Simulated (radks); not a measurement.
# Atomic calculation, with input and output: F

System: a free F atom in the configuration [He] 2s2 2p5 (high spin).
Method: non-relativistic Kohn-Sham, LDA (Slater exchange, Perdew-Wang correlation), spin-polarised, spherical densities, point nucleus (the in-house radial solver radks).

### The program's output
```
1s      1   1.0000         -24.20074156
2s      1   1.0000          -1.11383033
2p      1   3.0000          -0.44193134
1s      2   1.0000         -24.16998680
2s      2   1.0000          -1.05401420
2p      2   2.0000          -0.38386720
Etot -99.111195105957
Ekin 98.69068774746879
Encl -237.71619223299209
Eh 49.55123232236919
Exc -9.636922942802888
err 4.4140077406794497e-10
it 14
```

### Orbitals

```tsv
orbital	occupation	energy (eV)	⟨r⟩ (bohr)	outer maximum (bohr)
1s up	1	−658.536	0.1776	0.115
1s down	1	−657.699	0.1774	0.115
2s up	1	−30.309	1.006	0.766
2s down	1	−28.681	1.018	0.770
2p up	3	−12.026	1.088	0.699
2p down	2	−10.446	1.127	0.708
```

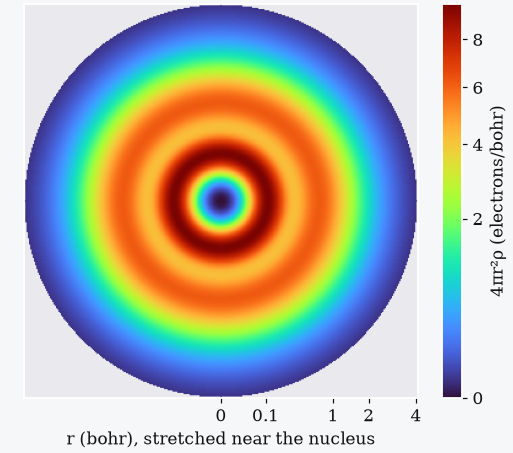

Figure 1. The radial density 4πr²ρ as a disc about the nucleus, with the radius drawn as r to the power 0.4. There are 2 maxima, at r = 0.117 and 0.728 bohr, parted by a minimum at 0.357 bohr, inside which lie 2.2 electrons.

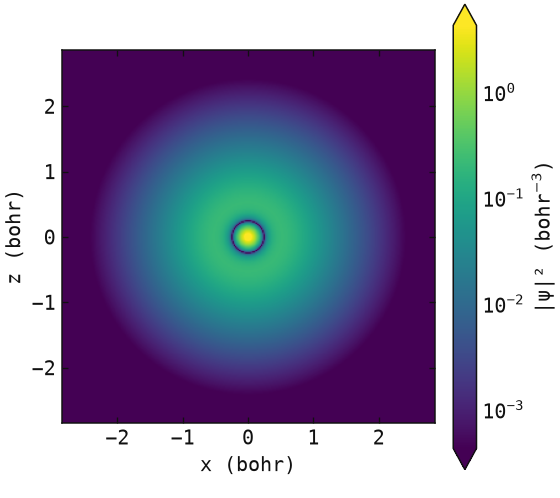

Figure 2. The 2s orbital of up spin. In the xz plane through the nucleus, the colour gives |ψ|² on a logarithmic scale. The radial function comes from the spherical calculation and is multiplied by a real spherical harmonic; the overall sign is chosen so that the largest lobe of P(r) is positive. It has no angular node and 1 radial node, at r = 0.245 bohr. The outermost maximum of P² lies at 0.766 bohr, ⟨r⟩ = 1.01 bohr, 90 % of the charge lies within 1.62 bohr, and the eigenvalue is −30.3 eV, with 1 electron in the shell for this spin.

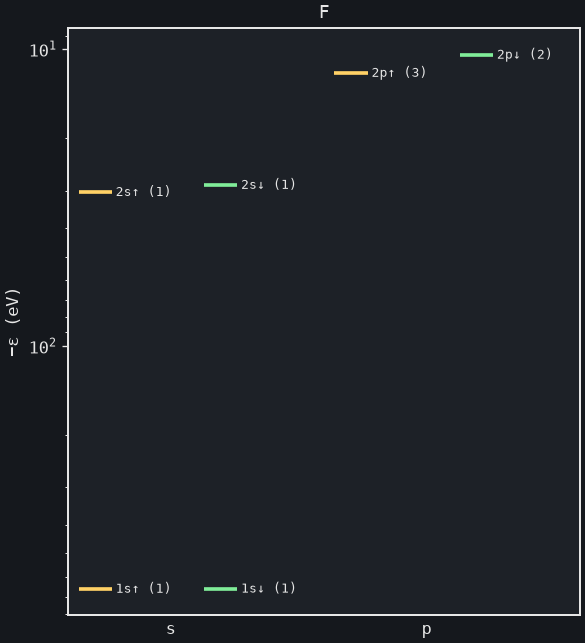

Figure 3. All occupied levels, on a logarithmic scale of binding energy, are drawn (occupations in brackets, up spins at the left of each column and down spins at the right). The highest occupied level is 2p down at −10.4 eV. From the top down the occupied levels run 2p down (−10.4 eV), 2p up (−12.0 eV), 2s down (−28.7 eV), 2s up (−30.3 eV), 1s down (−657.7 eV), 1s up (−658.5 eV). The largest exchange splitting (down less up) among the shells drawn in both spins is that of 2s, 1.63 eV.

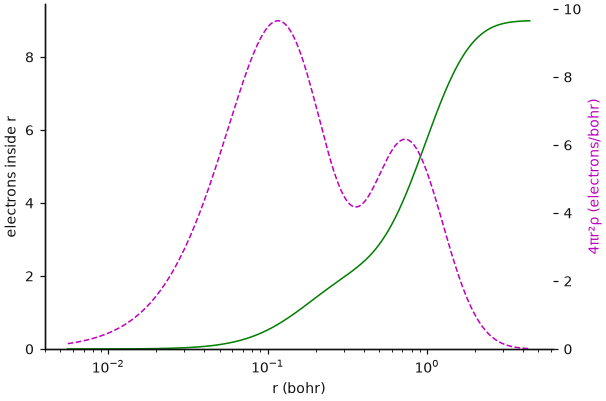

Figure 4. The number of electrons inside radius r (solid) and the radial density 4πr²ρ (dashed). The count levels off at 9 electrons. Half of them lie within 0.780 bohr, 90 % within 1.72 bohr and 99 % within 2.95 bohr. The radial density has a minimum at 0.357 bohr, where the count stands at 2.2; this parts the shells that the density resolves.

### Input
```
Z 9
configuration [He] 2s2 2p5
relativity non-relativistic
functional lda,pw
spin polarised
nucleus point
response adiabatic LDA kernel
```

Energies in input and log are in hartree, lengths in bohr.

### Results in brief

- outcome: converged
- total energy: −99.111195 hartree
- kinetic energy: 98.690688 hartree
- electron–nucleus energy: −237.716192 hartree
- Hartree energy: 49.551232 hartree
- exchange–correlation energy: −9.636923 hartree
- radius at density 0.001 e/bohr³: 3.12 bohr
- SCF iterations: 14
- hardware: 1 CPU thread, shared host
- wall time: 0.56 s
